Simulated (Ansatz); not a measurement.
Consider ClH5Si2···H2.

Input

```
crystal:
  periodic: [false, false, false]
  atoms:
    - { symbol: Si, position_ang: [-1.078053, -0.359182, -0.271249] }
    - { symbol: Cl, position_ang: [-0.595726, -0.753542, -2.289899] }
    - { symbol: H, position_ang: [-1.982738, -1.464988, 0.157842] }
    - { symbol: H, position_ang: [-1.830564, 0.924545, -0.203529] }
    - { symbol: Si, position_ang: [0.854736, -0.414122, 1.069861] }
    - { symbol: H, position_ang: [0.462487, 1.557747, -1.599996] }
    - { symbol: H, position_ang: [0.376115, 1.842896, -0.963716] }
    - { symbol: H, position_ang: [0.522232, -1.13854, 2.333932] }
    - { symbol: H, position_ang: [1.932207, -1.152962, 0.348452] }
    - { symbol: H, position_ang: [1.339404, 0.958149, 1.418301] }
basis:
  gaussian: { orbitals: def2-SVP }
hamiltonian:
  xc: pbe0
  dispersion: d4
relax:
  f_tol: 0.03
  max_steps: 50
output:
  orbitals: {}
```

Command:

```sh
ansatz run input.yaml --threads 2 --pin off --max-ram 3072MiB --backend cpu --events-out ev --progress --plain --runs-dir out
```

The fields are those of the run's last geometry, not of the input's.

Theory: RKS PBE0-D4/def2-SVP in Ansatz 0.2.0.

> Predict the electron density and electron localisation function between the atoms.

Si–Cl (2.08 Å): ρ is about 0.81 e/Å³ halfway; the ELF peaks at about 0.90 between the atoms; a polar covalent bond.
Si–Si (2.34 Å): ρ is about 0.65 e/Å³ halfway; the ELF peaks at about 1 between the atoms (localised, covalent bonding).
Si–H (1.50 Å): ρ at the midpoint is about 0.74 e/Å³; the ELF climbs to about 1 towards the hydrogen, as it does in any bond to H.

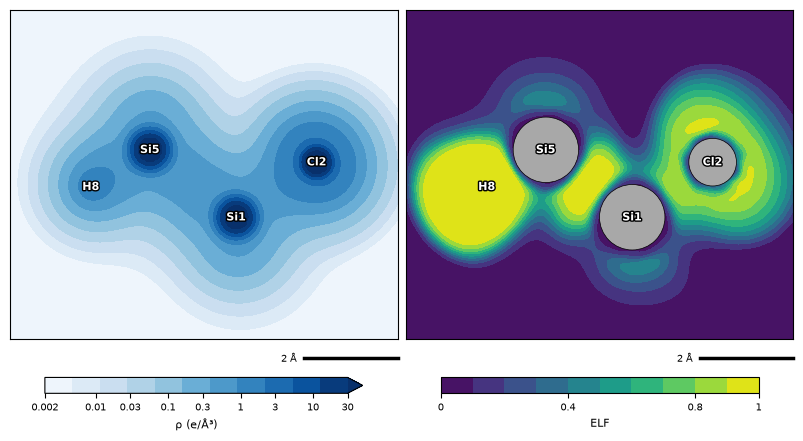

Computed electron density and electron localisation function on the plane of atoms Cl2, Si1 and Si5, in this order. Grey discs cover the atomic cores in the ELF map. 
